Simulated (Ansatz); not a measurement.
From B to In: the HOMO–LUMO gap

One atom is swapped for its congeners: B(CH3)(NH2)2; Al(CH3)(NH2)2; Ga(CH3)(NH2)2; In(CH3)(NH2)2. All are singlets with charge 0.

Shapes, held fixed at every level: PBE0-D4/def2-TZVP. Programs: Ansatz 0.2.0. Values in eV.

```tsv
level	B(CH3)(NH2)2	Al(CH3)(NH2)2	Ga(CH3)(NH2)2	In(CH3)(NH2)2
SPW92/def2-TZVPP	5.52	4.95	4.84	3.94
r2SCAN-D4/def2-TZVPP	6.53	5.79	5.63	4.53
B3LYP-D4/def2-TZVPP	7.03	6.53	6.42	5.54
BHLYP-D4/def2-TZVPP	9.47	9.01	8.96	8.01
PBE0-D4/def2-TZVPP	7.62	7.09	7.02	6.09
r2SCAN0-D4/def2-TZVPP	8.35	7.67	7.59	6.48
wB97X-V/def2-TZVPP	11.85	11.38	11.36	10.32
```

At wB97X-V/def2-TZVPP the HOMO–LUMO gap falls at every step, from 11.85 to 10.32 eV. Every level shows the same order. For atoms past krypton def2 sets carry core potentials with scalar relativity. Relativity is left out for Ga unless named. Orbital gaps aren't excitation energies, and the LUMO depends on the basis.

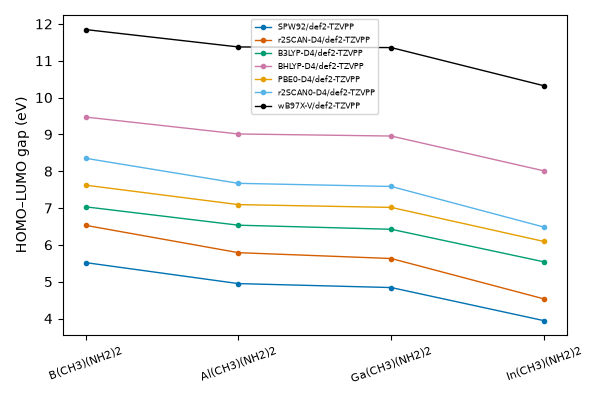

The trend along the series, level by level.
